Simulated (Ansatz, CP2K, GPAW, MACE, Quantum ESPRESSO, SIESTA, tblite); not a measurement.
# Which run comes nearest? Σ7 (111) twist boundary in a Pd-Ir solid solution (84 atoms)

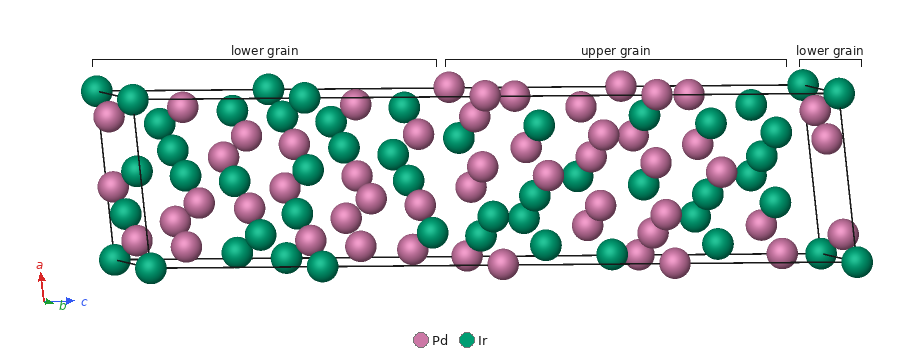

The cell (palladium pink, iridium teal). Some periodic images of atoms are drawn too.

The cell holds 84 atoms: 44 Pd and 40 Ir. Cell: a = 7.232 Å, b = 7.232 Å, c = 27.381 Å, α = 90.0°, β = 90.0°, γ = 120.0°. Fcc Pd lattice (a = 3.8655 Å, the value set for the mixture); two grains turned against each other by 81.79 deg about [111]; 1 x 1 coincidence cells, 2 lattice periods a grain, two boundaries a cell, upper grain shifted by [0, 0] of the boundary cell and opened by 0.3 Å, one atom of each pair nearer than 2.05 Å removed; 40 of 84 Pd sites given to Ir at random (lattice constant by Vegard's rule between Pd and Ir); not relaxed, displaced by a Gaussian of 0.02 Å. Then every atom was moved at random, 0.03 Å r.m.s. a Cartesian component. Regions: lower grain, 42 atoms (22 Pd and 20 Ir); upper grain, 42 atoms (20 Ir and 22 Pd).

Geometry: as built.

The reference, a calculation:

- method: Kohn-Sham DFT, PBE, SSSP efficiency 1.3.0 pseudopotentials, plane waves (Quantum ESPRESSO 7.5); sssp-pbe-1.3.0-efficiency, cutoffs 45/360 Ry, Γ point
- r.m.s. force component: 0.6577 eV/Å
- longest force: 2.64 eV/Å
- pressure: 3.737 GPa
- time: 8.6 min on 4 MPI ranks of Arm Neoverse V1, shared host
- CPU time: 34 min

In doubt: a PseudoDojo file used here is known to give poor structures and forces (SIESTA), which bears on pressures, cells, forces and phonons.

Q: Estimate the differences from the reference, the CPU time and the memory of each run.
- SIESTA PBE, DZP, shift 0.01 Ry, mesh 100 Ry (SIESTA 5.4.2; 4 MPI ranks)
- SIESTA RPBE, PBE potentials, DZP, shift 0.01 Ry, mesh 300 Ry (SIESTA 5.4.2; 4 MPI ranks)
- MACE MP-0b3 medium potential (MACE MP-0b3 medium; 1 thread)
- CP2K PBE, DZVP-UZH, 600/60 Ry, diagonalisation (CP2K 2026.2; 4 MPI ranks)
- SIESTA PBE, SZ, shift 0.01 Ry, mesh 300 Ry (SIESTA 5.4.2; 1 thread)
- MACE MP-0b2 small potential (MACE MP-0b2 small; 1 thread)
- SIESTA PBE, DZ, shift 0.01 Ry, mesh 300 Ry (SIESTA 5.4.2; 2 MPI ranks)
- MACE MPA-0 medium potential (MACE MPA-0 medium; 1 thread)
- tblite GFN1-xTB (tblite 0.8.0; 1 thread)
- SIESTA PBE, DZP, shift 0.01 Ry, mesh 300 Ry (SIESTA 5.4.2; 4 MPI ranks)

Differences are against the plane-wave reference, forces as r.m.s. over components; share is that over the reference's r.m.s. force, slope the least-squares factor from reference forces to these. Total energies of different programs have different zeros and aren't compared.

```tsv
run	Δ force, r.m.s. (meV/Å)	share (%)	slope	Δ pressure (GPa)	cores	CPU time	memory (GiB)
reference	-	-	-	-	4	34 min	4.2
SIESTA PBE, DZP, shift 0.01 Ry, mesh 100 Ry (coarse)	132	20.1	1.092	0.587	4	6.7 min	1.2
SIESTA RPBE, PBE potentials, DZP, shift 0.01 Ry, mesh 300 Ry	135	20.6	1.109	4.10	4	14 min	1.9
MACE MP-0b3 medium potential	281	42.8	0.699	1.73	1	8.8 s	0.98
CP2K PBE, DZVP-UZH, 600/60 Ry, diagonalisation	42.0	6.39	1.038	0.497	4	1.7 h	9.6
SIESTA PBE, SZ, shift 0.01 Ry, mesh 300 Ry (coarse)	423	64.3	1.223	-0.482	1	3.3 min	0.68
MACE MP-0b2 small potential	256	38.9	0.875	0.690	1	7.3 s	0.67
SIESTA PBE, DZ, shift 0.01 Ry, mesh 300 Ry (coarse)	256	38.9	1.292	-12.1	2	6.9 min	1.1
MACE MPA-0 medium potential	213	32.4	0.812	-0.563	1	8.8 s	0.98
tblite GFN1-xTB	238	36.1	0.785	7.80	1	16 s	0.17
SIESTA PBE, DZP, shift 0.01 Ry, mesh 300 Ry	129	19.6	1.087	-0.302	4	14 min	1.8
```

Rows marked coarse were listed beforehand as settings not expected to be converged; some can still land near the reference.

Times of the machine-learned potentials are mostly Python's start and the loading of weights.

CPU time is summed over cores on a shared host, where runs went side by side, so it is rough. Symmetry, cutoffs, thresholds, outputs and thread counts weren't matched or tuned between programs; memory under MPI is the largest rank's times the ranks.

The PBE runs in local orbitals, coarse settings apart, differ by 6.4 % (CP2K PBE, DZVP-UZH, 600/60 Ry, diagonalisation) to 20 % (SIESTA PBE, DZP, shift 0.01 Ry, mesh 300 Ry); basis, grid and potentials can all enter. Tight binding differs by 36 % (tblite GFN1-xTB); it is another model, with fitted parameters of its own, and the xTB methods hold dispersion. Machine-learned potentials differ by 32 % (MACE MPA-0 medium potential) to 43 % (MACE MP-0b3 medium potential); they were trained on other programs' data. Among those trained on PBE data the slope goes as low as 0.70, which softening far from their training structures can give, though the reference's k-sampling is untested too. Rows with another functional or a dispersion term differ by 21 % (SIESTA RPBE, PBE potentials, DZP, shift 0.01 Ry, mesh 300 Ry), which mixes the change of model with differences of basis and potentials, some of them made for another functional. Periodic xTB results under one method name differ between programs and library versions. Machine-learned potentials mimic data converged in k, so the reference's own k-point error enters their differences. The electronic-structure runs sample only Γ, in a cell whose shortest periodic width is 6 Å, which is coarse for a cell with partly filled levels.

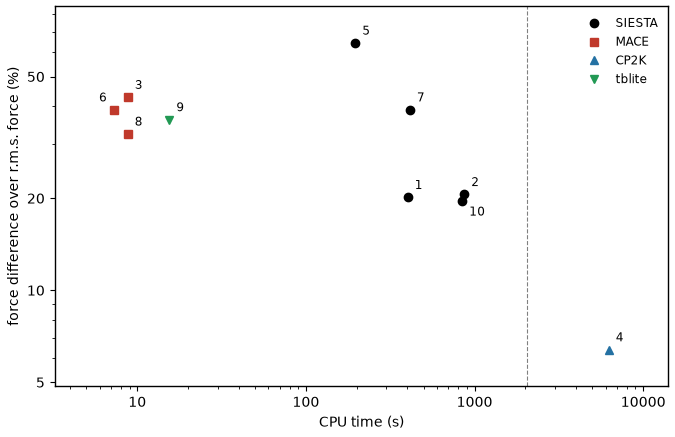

Force difference against CPU time; the dashed line marks the reference's time. Points: 1 SIESTA PBE, DZP, shift 0.01 Ry, mesh 100 Ry; 2 SIESTA RPBE, PBE potentials, DZP, shift 0.01 Ry, mesh 300 Ry; 3 MACE MP-0b3 medium potential; 4 CP2K PBE, DZVP-UZH, 600/60 Ry, diagonalisation; 5 SIESTA PBE, SZ, shift 0.01 Ry, mesh 300 Ry; 6 MACE MP-0b2 small potential; 7 SIESTA PBE, DZ, shift 0.01 Ry, mesh 300 Ry; 8 MACE MPA-0 medium potential; 9 tblite GFN1-xTB; 10 SIESTA PBE, DZP, shift 0.01 Ry, mesh 300 Ry.

[Logs are printed without paths, hosts, clocks, repeated set-up lines and the standing remarks that a program may print on its own settings, such as how far it seeks lower states.]

[Hosts, paths, dates, database ids (printed as entryN), source tags and the programs' standing remarks are cut or masked in the printed files.]
